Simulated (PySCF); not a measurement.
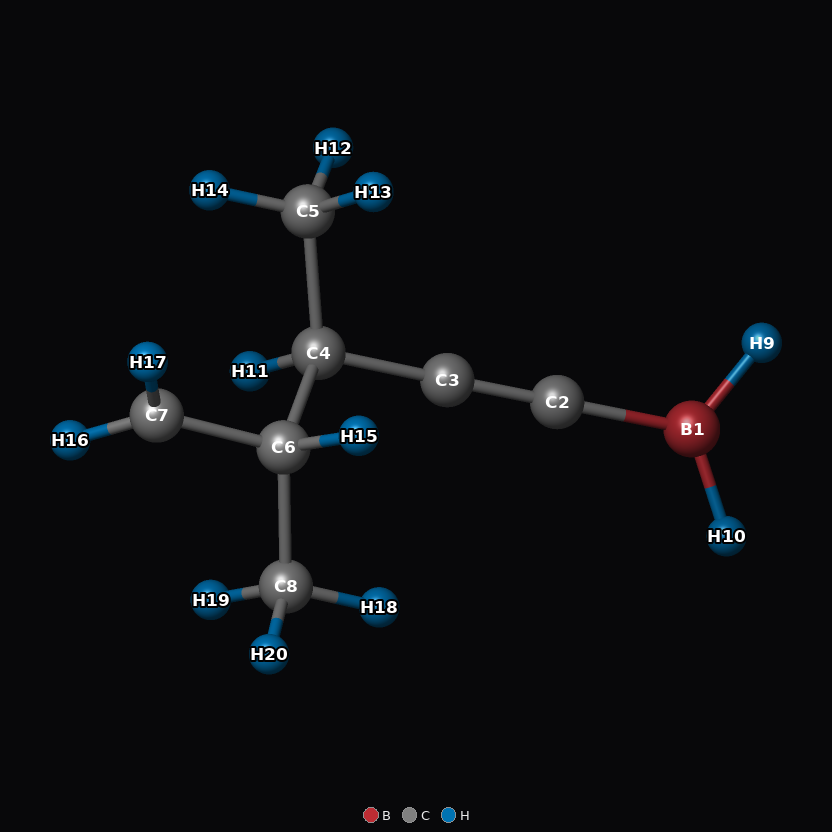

Charge 0, doublet. The geometry was computed by an optimisation with GFN2-xTB. No frequency run is at hand to confirm it as a minimum. Method: UKS B3LYP, pcH-1 on B C H, non-relativistic (PySCF 2.14.0). Fermi-contact and spin-dipolar terms alone, no spin-orbit part.

### Which nucleus has the largest dipolar (anisotropic) hyperfine coupling?

13C at C7: principal values −80.8, −80.1, 160.9 MHz.

List the isotropic and dipolar parts for the most strongly coupled nuclei, one of each equivalent set.

```tsv
atom	isotope	a_iso (MHz)	dipolar part (MHz)
C7	13C	90.4	−80.8, −80.1, 160.9
H17	1H	−63.4	−39.2, 0.0, 39.2
H16	1H	−62.4	−38.9, −0.3, 39.2
C4	13C	75.9	−5.8, −5.3, 11.1
H14	1H	1.8	−6.6, −3.1, 9.7
H15	1H	13.2	−5.4, −4.0, 9.4
H20	1H	−2.0	−5.0, −2.3, 7.3
H11	1H	−4.6	−4.8, −2.3, 7.0
```

The geometry is semi-empirical. Around B such bond lengths and angles can be off by a tenth of an ångström or more and by several degrees, and values that hang on the shape move with them.
